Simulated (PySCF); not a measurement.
System: C$_{5}$H$_{7}$O$_{2}$P.

```xyz
15

C    -0.1229    2.8915    0.9039
C    -0.2304    1.8111    0.3595
P    -0.2921    0.2420   -0.4729
C    -1.9677   -0.3536   -0.1763
O     0.2078    0.2539   -1.8807
C     0.7700   -0.8150    0.6789
C     2.2056   -0.9125    0.2749
O     0.2632   -1.3628    1.6231
H    -0.0334    3.8505    1.3839
H    -2.0694   -1.3320   -0.6678
H    -2.6882    0.3505   -0.6142
H    -2.1339   -0.4602    0.9043
H     2.7450   -1.6035    0.9355
H     2.2631   -1.2316   -0.7772
H     2.6633    0.0897    0.3142
```

Geometry: PBE0-D3(BJ)/def2-SVP.

Level of theory: PySCF 2.14.0, PBE0/pcSseg-1, SCF density, gas phase, non-relativistic.

### What will maps of the electron density and electron localisation function show?

C–C (1.21 Å): ρ at the midpoint is about 2.7 e/Å³; the ELF peaks at about 0.85 between the atoms: a multiple bond.
C–P (1.78 Å): ρ at the midpoint is about 1.2 e/Å³; the ELF peaks at about 0.95 between the atoms, as expected for a covalent bond.
C–H (1.08 Å): ρ is about 2.1 e/Å³ halfway; the ELF climbs to about 1 towards the hydrogen, as it does in any bond to H (a covalent bond by its length).

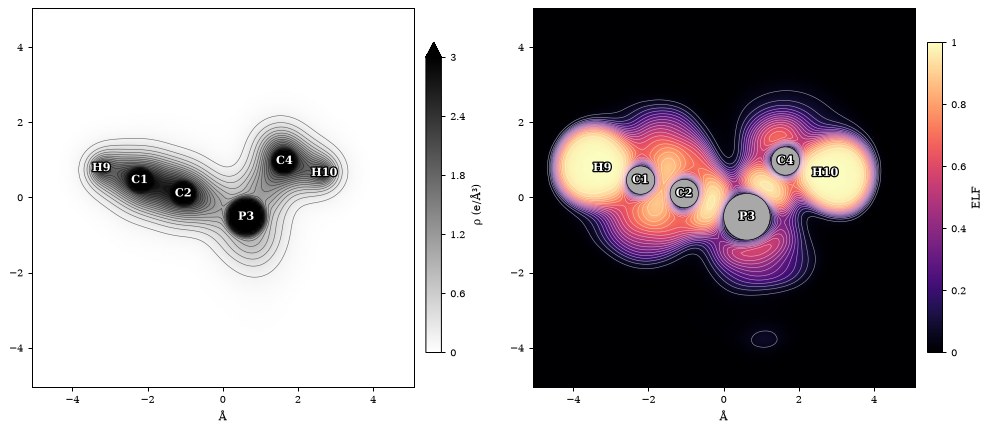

Computed electron density and electron localisation function on the plane of atoms P3, C4 and H10, in this order. Grey discs cover the atomic cores in the ELF map. 
